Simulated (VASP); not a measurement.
Band structure of KCl (rock salt). Computed with optB88-vdW, VASP's PBE PAW potentials (set 64) (plane waves; VASP).

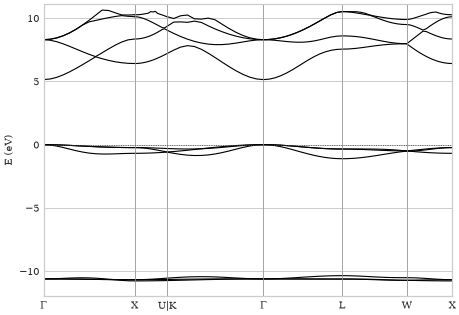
Figure: Bands along high-symmetry lines, zero at the valence-band maximum or, without a gap, the Fermi level

Problem. Read the plot: is there a gap, and where are the band edges?

Solution. The gap is direct, 5.14 eV, from the valence maximum at Γ to the conduction minimum at Γ. (Edges off the drawn lines would not show.)

Measured: gap 8.50 eV (computed value off by -3.36 eV), as given by David Koller et al., Journal of Physics Condensed Matter (2013), arXiv:1304.4470.

The compound is KCl in the rock salt structure. It was relaxed first.
